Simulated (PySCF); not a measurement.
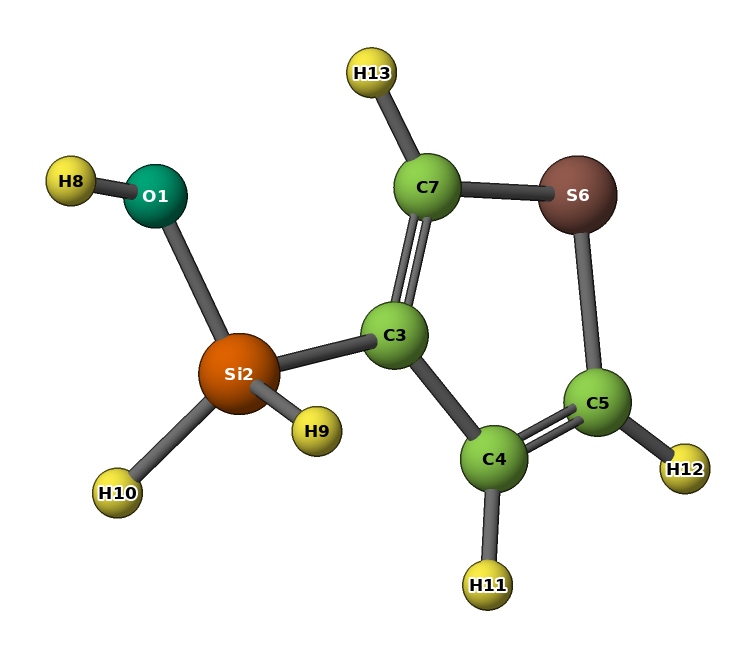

The questions are on isotropic NMR shieldings of the C atoms. The computed structure is the end point of a GFN2-xTB optimisation. No frequency run is at hand to confirm it as a minimum. Level of theory: GIAO PBE0/pcSseg-1 NMR shielding, non-relativistic, gas phase (PySCF 2.14.0).

Which C atom is the most shielded (lowest chemical shift)?

C4 (54.1 ppm).

Which C atom is the least shielded (highest chemical shift)?

C7 (43.8 ppm).

How wide is the range of C shifts?

10.3 ppm.

Give the isotropic NMR shieldings of the C atoms atom by atom.

```
atom  σ (ppm)
  C3     51.6
  C4     54.1
  C5     52.4
  C7     43.8
```

The geometry is semi-empirical. Around Si such bond lengths and angles can be off by a tenth of an ångström or more and by several degrees, and values that hang on the shape move with them.
